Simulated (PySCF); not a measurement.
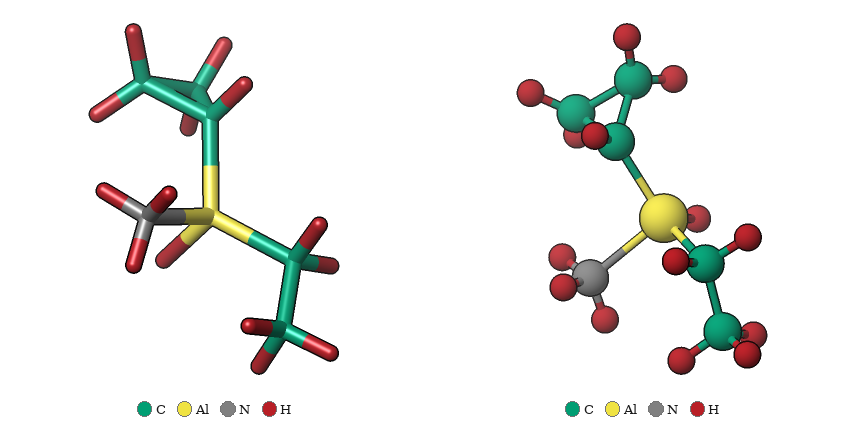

The same structure drawn twice, from different directions.

The geometry was computed by an optimisation with PBE0-D3(BJ)/def2-SVP. No frequency run is at hand to confirm it as a minimum.

Which formula does it have?

C₅H₁₄AlN, 21 atoms: 5 carbon, 14 hydrogen, 1 aluminium and 1 nitrogen.

How many bonds of each kind are drawn?

10 C–H, 4 C–C, 3 N–H, 2 C–Al, 1 Al–N, 1 Al–H.

Give the symmetry (Schoenflies symbol).

C1.

What is its SMILES?

C[CH2][Al@@H-]([NH3+])[CH]1CC1

The parts below concern this one geometry. Atoms keep their numbers from picture to picture.

## NMR shielding

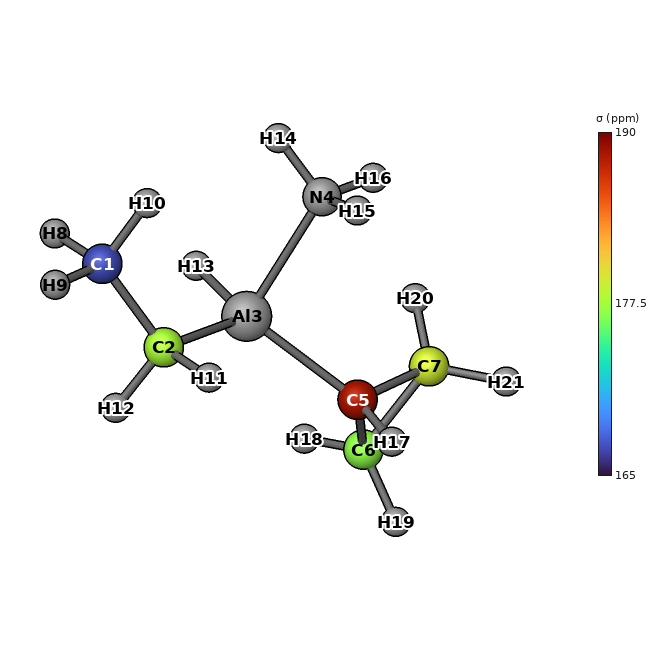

Atoms are coloured by their isotropic NMR shieldings (C only, the others grey). No frequency run is at hand to confirm it as a minimum. Method: GIAO PBE/pcSseg-1 NMR shielding, non-relativistic, gas phase (PySCF 2.14.0).

List the isotropic NMR shieldings of the C atoms.

| atom | σ (ppm) |
| --- | --- |
| C1 | 167.1 |
| C2 | 177.7 |
| C5 | 188.4 |
| C6 | 176.9 |
| C7 | 179.2 |

## Electronic properties

No frequency run is at hand to confirm it as a minimum. Method: PBE/pcSseg-1, gas phase (PySCF 2.14.0).

Predict the main results.

- dipole moment: 4.83 D
- HOMO energy (Kohn–Sham orbital): −5.27 eV
- LUMO energy (Kohn–Sham orbital): −0.79 eV
- HOMO–LUMO gap: 4.49 eV

## Bond orders

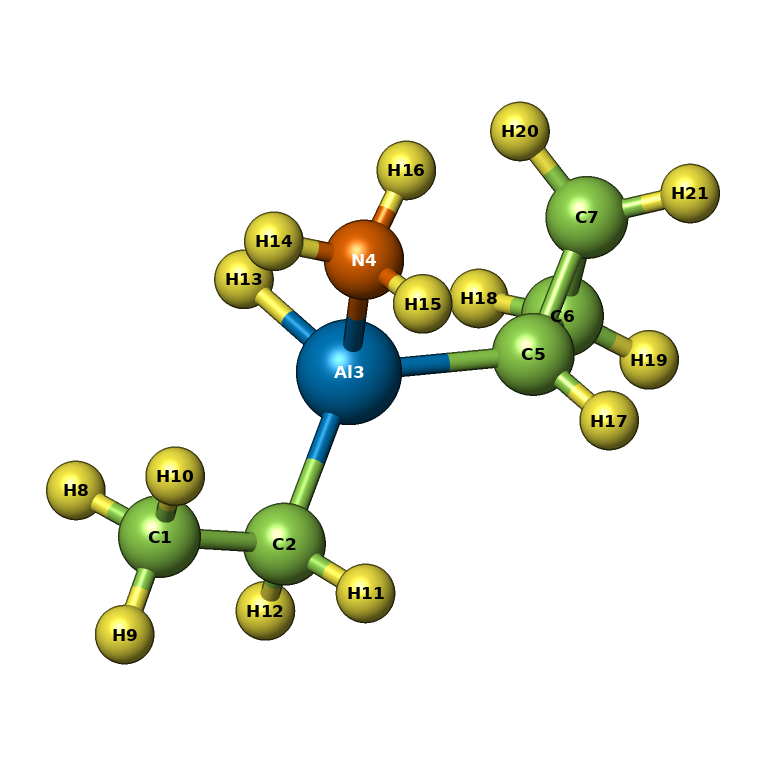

Every bond is drawn as one stick. No frequency run is at hand to confirm it as a minimum. Computed with PBE0/pcSseg-1 (PySCF 2.14.0).

List the Mayer bond orders of C1–C2, C2–Al3, Al3–N4, Al3–C5, C5–C6, C5–C7, C6–C7 (bonds between heavy atoms, one of each equivalent set).

```json
{"bond": "C1–C2", "Mayer order": "1.04", "length (Å)": "1.529"}
{"bond": "C2–Al3", "Mayer order": "0.81", "length (Å)": "1.987"}
{"bond": "Al3–N4", "Mayer order": "0.34", "length (Å)": "2.076"}
{"bond": "Al3–C5", "Mayer order": "0.74", "length (Å)": "1.971"}
{"bond": "C5–C6", "Mayer order": "0.97", "length (Å)": "1.513"}
{"bond": "C5–C7", "Mayer order": "0.95", "length (Å)": "1.520"}
{"bond": "C6–C7", "Mayer order": "0.97", "length (Å)": "1.492"}
```

## Quadrupole coupling

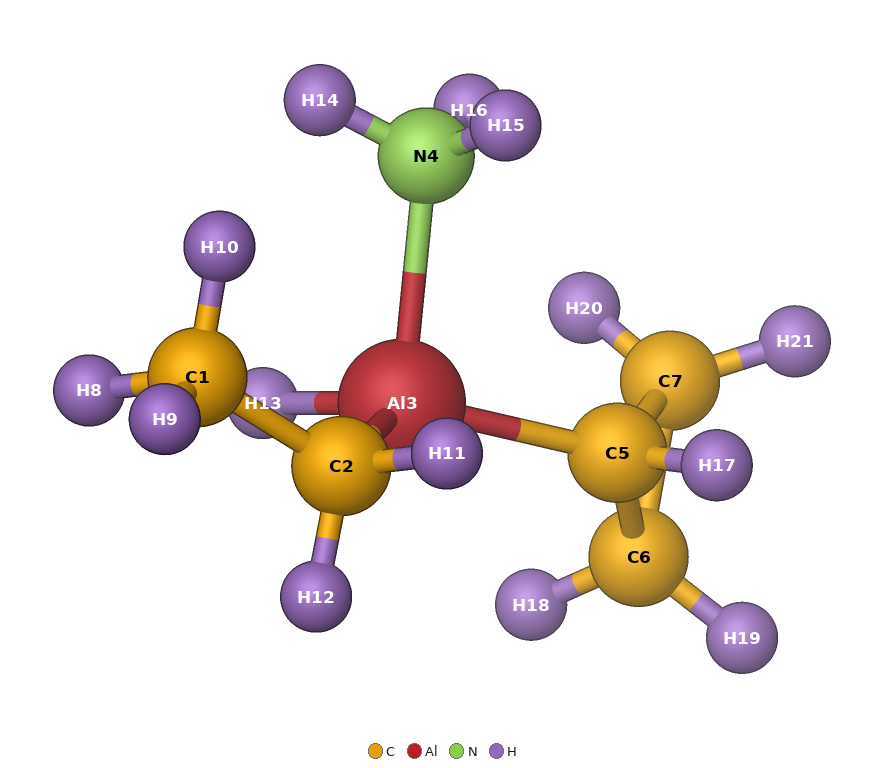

No frequency run is at hand to confirm it as a minimum. Electric field gradients from the ground-state density, PBE0/pcSseg-1 (PySCF 2.14.0), non-relativistic apart from any core potentials.

Give the largest field-gradient component, the quadrupole coupling constant and the asymmetry for 27Al at Al3 (Q = 146.6 mb), 14N at N4 (Q = 20.44 mb), 2H at H8 (Q = 2.86 mb), 2H at H9 (Q = 2.86 mb), 2H at H10 (Q = 2.86 mb), 2H at H11 (Q = 2.86 mb).

```json
{"atom": "Al3", "V_zz (a.u.)": "0.865", "e²qQ/h (MHz)": "29.8", "η": "0.25"}
{"atom": "N4", "V_zz (a.u.)": "−0.688", "e²qQ/h (MHz)": "−3.31", "η": "0.02"}
{"atom": "H8", "V_zz (a.u.)": "0.289", "e²qQ/h (MHz)": "0.194", "η": "0.01"}
{"atom": "H9", "V_zz (a.u.)": "0.289", "e²qQ/h (MHz)": "0.194", "η": "0.01"}
{"atom": "H10", "V_zz (a.u.)": "0.291", "e²qQ/h (MHz)": "0.195", "η": "0.02"}
{"atom": "H11", "V_zz (a.u.)": "0.293", "e²qQ/h (MHz)": "0.197", "η": "0.07"}
```
